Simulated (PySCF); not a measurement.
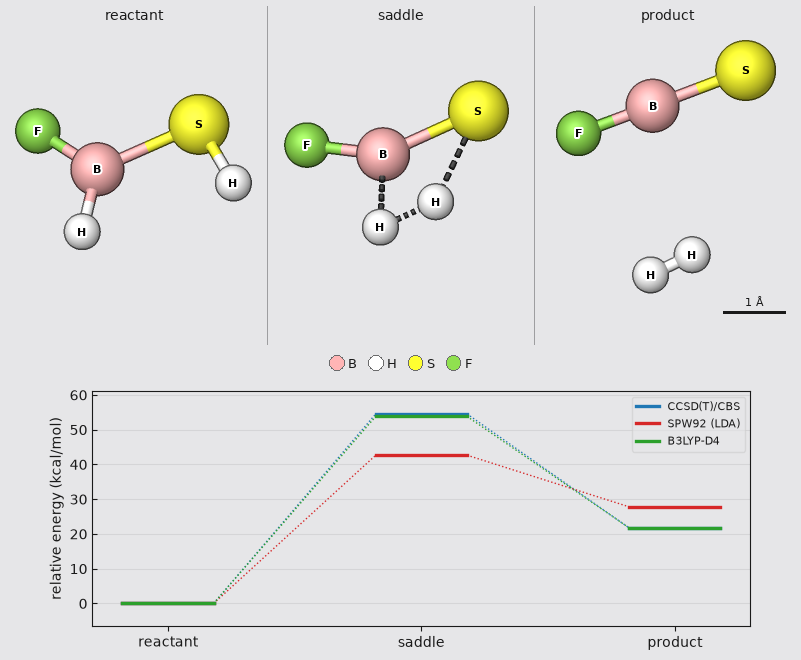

A reaction step of BH₂SF, with its energy diagram. Style: ball-and-stick. Shown at a tilt. Dashed sticks mark bonds that form or break.

Stationary points at PBE0-D4/def2-TZVP, single-point energies with CCSD(T)/CBS, SPW92 (LDA), B3LYP-D4 (def2-TZVPP where no basis is named; PySCF 2.14.0). The energies are electronic, without zero-point or thermal terms, and both ends are the minima reached downhill from the saddle, with any fragments still in contact. CCSD(T)/CBS stands for a frozen-core estimate: MP2 correlation extrapolated from def2-TZVPP and def2-QZVPP, CCSD(T) minus MP2 from the smaller set.

What happens, and what does it cost?

Answer. Counted by bonded pieces, the reactant holds BH₂SF and the product holds BSF + H₂. From the reactant over the saddle to the product, a bond forms: H–H (2.57 → 0.98 → 0.75 Å). Bonds break: B–H (1.19 → 1.40 → 3.26 Å), H–S (1.34 → 1.79 → 3.54 Å). The saddle has one imaginary mode, 1193i cm⁻¹. With CCSD(T)/CBS the barrier is 54.6 kcal/mol from the reactant and 32.8 kcal/mol from the product, and the product lies 21.7 kcal/mol above the reactant.

| level | barrier from the reactant (kcal/mol) | barrier from the product (kcal/mol) | the product less the reactant (kcal/mol) |
| --- | --- | --- | --- |
| CCSD(T)/CBS | 54.6 | 32.8 | 21.7 |
| SPW92 (LDA) | 42.7 | 14.9 | 27.8 |
| B3LYP-D4 | 53.8 | 32.1 | 21.7 |

Against CCSD(T)/CBS, B3LYP-D4 comes closest on the barrier from the reactant (−0.7 kcal/mol) and SPW92 (LDA) misses most (−11.9 kcal/mol).
